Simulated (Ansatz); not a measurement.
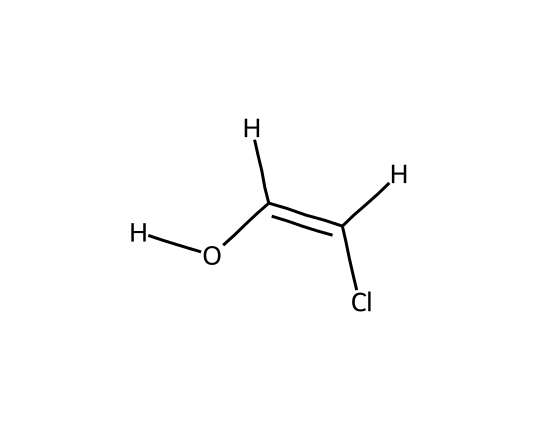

2D structure.

Give its SMILES.

Answer. O/C=C\Cl

Give the formula, hydrogens included.

Answer. C2H3ClO.

An optimisation with PBE0-D4/def2-TZVP gave a structure of which point group?

Answer. Cs.

More results for the same structure follow; atom numbers are the same in all pictures, views and colours differ. The geometry was computed by an optimisation with PBE0-D4/def2-TZVP.

**Geometry**

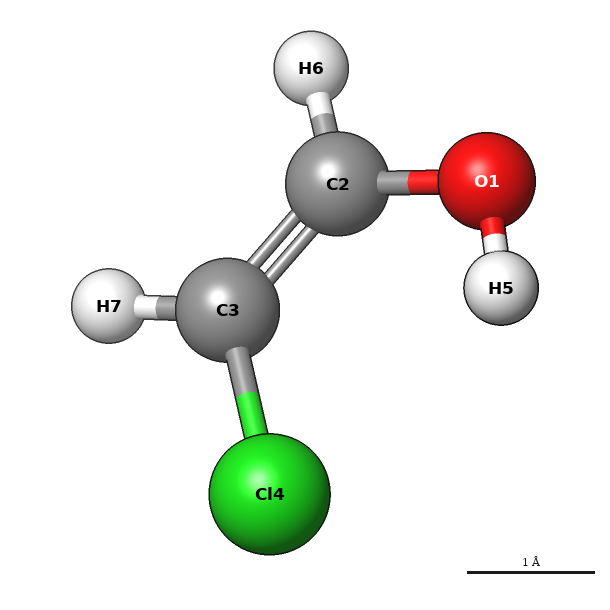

Numbered structure.

Describe the coordination of atom 2.

Answer. C2 has 3 neighbours (O1 at 1.34, C3 at 1.33, H6 at 1.08 Å); the arrangement is trigonal planar.

How are the neighbours of atom 3 arranged?

Answer. C3 has 3 neighbours (C2 at 1.33, Cl4 at 1.73, H7 at 1.08 Å); the arrangement is trigonal planar.

How are the neighbours of atom 1 arranged?

Answer. O1 has 2 neighbours (C2 at 1.34, H5 at 0.97 Å); the arrangement is bent.

What is the dihedral angle O1–C2–C3–Cl4?

Answer. 0° in size, that is syn (eclipsed).

**Levels of theory compared**

Program: Ansatz 0.2.0.

Compare vertical IP (eV), HOMO–LUMO gap (eV), HOMO energy (eV) at these levels: B3LYP-D4/def2-TZVPP; PBE-D4/def2-TZVPP; PBE0-D4/def2-TZVPP; r2SCAN-D4/def2-TZVPP; ωB97M-V/def2-TZVPP; ωB97X-V/def2-TZVPP.

```tsv
level	vertical IP (eV)	HOMO–LUMO gap (eV)	HOMO energy (eV)
B3LYP-D4/def2-TZVPP	9.16	6.77	−6.59
PBE-D4/def2-TZVPP	8.98	5.02	−5.58
PBE0-D4/def2-TZVPP	9.12	7.24	−6.80
r2SCAN-D4/def2-TZVPP	9.01	5.47	−5.81
ωB97M-V/def2-TZVPP	9.15	11.59	−9.00
ωB97X-V/def2-TZVPP	9.18	11.81	−9.11
```

**Charges**

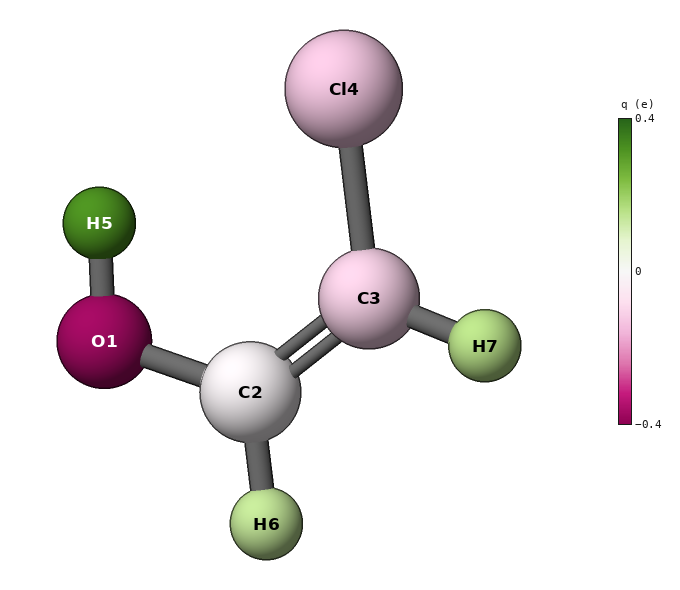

Atoms are coloured by their Mulliken charges. Properties computed with RKS PBE0-D4/def2-TZVP (Ansatz 0.2.0).

Which atom carries the highest charge (most positive or least negative)?

Answer. H5 (0.32 e).

And the lowest?

Answer. O1 (−0.37 e).

Give the Mulliken charges atom by atom.

```csv
atom,value (e)
O1,−0.37
C2,−0.02
C3,−0.10
Cl4,−0.12
H5,0.32
H6,0.14
H7,0.16
```

**Dipole moment**

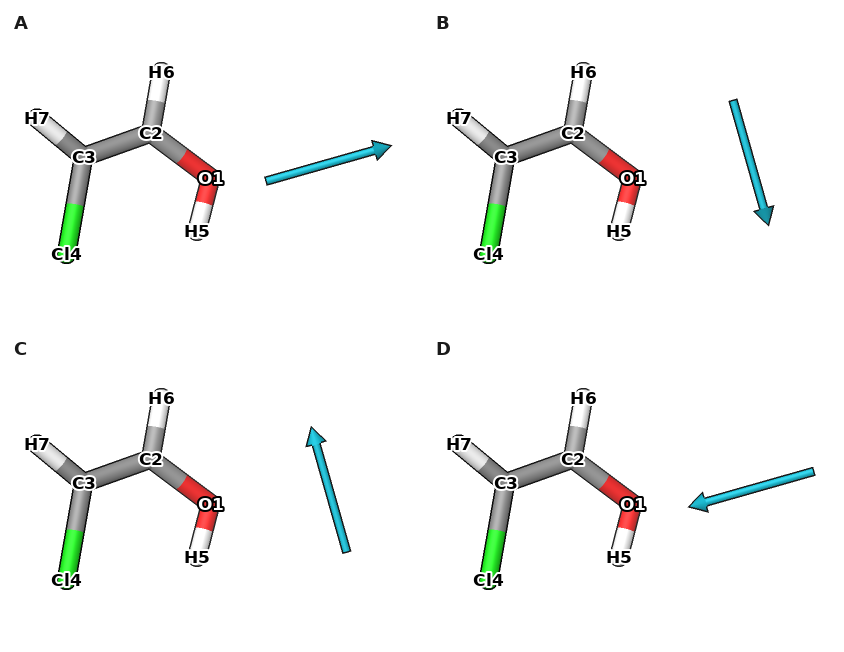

The same molecule four times, each with an arrow. Method: RKS r2SCAN-D4/def2-TZVPP (Ansatz 0.2.0).

Which arrow points along the dipole moment, from the negative to the positive end?

Answer. C. The dipole moment is 0.67 D; it points from the side of H5 to the side of H6 (the outermost atoms at the two ends).

Mulliken values depend strongly on the basis set and can even reverse the polarity of a bond.
